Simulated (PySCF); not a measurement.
## A study: Cl2H2O2Zr, SMILES `O[Zr](O)(Cl)Cl`

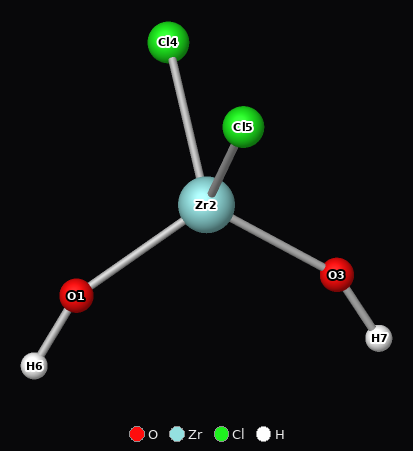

The molecule, with its atoms numbered as below. No frequency check shows the geometry to be a minimum.

Coordinates in Å:

```
O1      -0.0249   -1.3075    1.5609
Zr2     -0.0034   -0.3291   -0.0000
O3      -0.0318   -1.3070   -1.5611
Cl4     -1.7223    1.1565    0.0019
Cl5      1.7647    1.0980   -0.0017
H6      -0.0620   -2.1250    2.0651
H7      -0.0712   -2.1244   -2.0653
```

### 1. Bonding charge

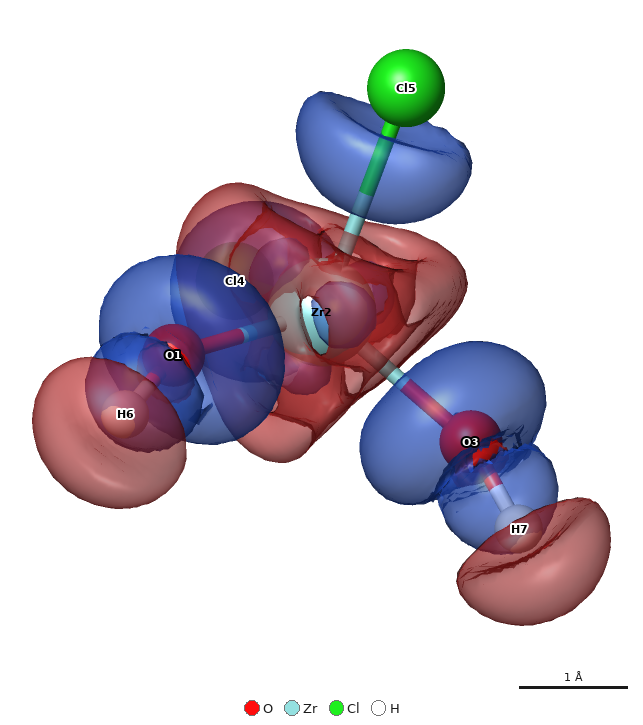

Deformation density (molecule less spherical, spin-averaged free atoms at the same positions), surfaces at ±0.05 e/Å³; blue: gain, red: loss.

PySCF calculation, PBE/def2-TZVP, gas phase; geometry: GFN2-xTB. Core potentials replace the inner electrons of Zr; spin–orbit coupling isn't included. This is a single-reference result, which may miss multireference character in this system.

**Describe the bonding that the map shows.**

Zr2–Cl4 and Zr2–Cl5: +0.10 e/Å³ at the bond critical point (bond length 2.27 Å, Mayer order 1.1). O1–Zr2 and Zr2–O3: +0.05 e/Å³ at the bond critical point (bond length 1.84 Å, Mayer order 1.1); up to 0.6 Å beside the axis the gain reaches +0.27 e/Å³. In all, 1.7 electrons gather in the regions of gain relative to the promolecule. A small or negative value marks a very polar bond, one between electron-rich atoms, whose free-atom densities already overlap strongly, a long bond to a heavier atom, or a closed-shell contact such as a hydrogen bond.

### 2. Local ionisation energy

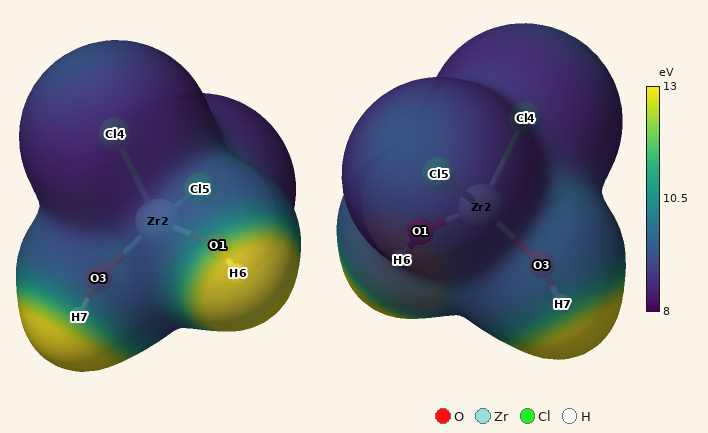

Average local ionisation energy on the surface of electron density 0.001 a.u. (back view left, front view right).

**Where are the most loosely bound electrons on this surface?**

The lowest value is 8.5 eV, 2.1 Å from Cl4, and at like points elsewhere. Further minima include 8.5 eV, 2.1 Å from Cl4. For comparison, the highest occupied orbital lies at −7.4 eV.

### 3. In an electric field

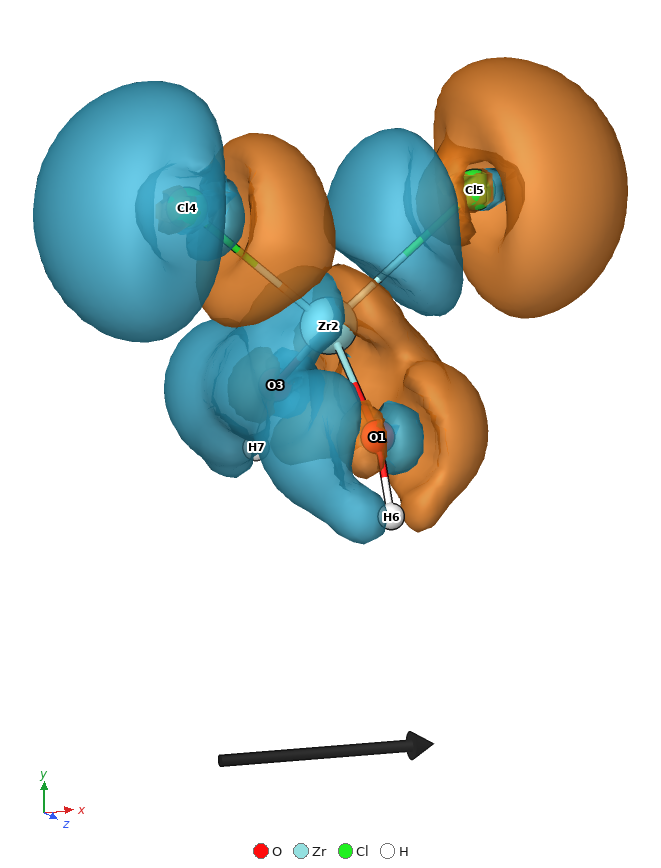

Change of the electron density in a uniform field of 0.21 V/Å along +x (arrow), surfaces at ±0.001 e/Å³ (light blue: gain, orange: loss).

Level of theory: PBE/def2-TZVP (PySCF), at a geometry from GFN2-xTB. Core potentials replace the inner electrons of Zr; spin–orbit coupling isn't included. This is a single-reference result, which may miss multireference character in this system. A basis without diffuse functions makes polarisabilities too small.

**What dipole is induced, and what polarisability does it imply?**

The induced dipole is 0.75 D (along the field); α along this axis, from the fields in both directions, is 74 bohr³ (10.9 Å³).

**Which atoms gain and lose the most charge?**

Electrons gather most on Cl4 (Hirshfeld charge changes by −0.020 e) and leave Cl5 most (+0.021 e); 0.056 electrons are displaced in all.

### 4. Removing or adding an electron

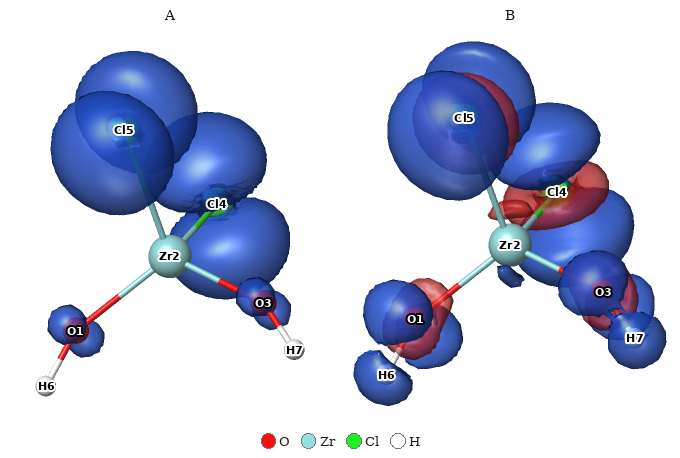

The Fukui function f⁻ from two separate SCF calculations and the density of the HOMO, at ±0.02 e/Å³ (blue positive, red negative).

**Which panel is which, and how good is the frozen-orbital picture?**

B is f⁻ (it has negative regions), A the HOMO density. The HOMO lies on Cl4 and Cl5 (45 % each) and Zr2 (6 %); f⁻ (Hirshfeld-condensed) is largest on Cl4 and Cl5 (0.31 each); the vertical ionisation energy is 10.30 eV (the stability of the cation's solution wasn't checked). Relaxation shifts 28 % of the electron between atoms. The orbital energy is −7.36 eV.

The PySCF runs shown took 33 s, 77 s and 2.3 min on 1 thread of Arm Neoverse V2, with other jobs on the host.
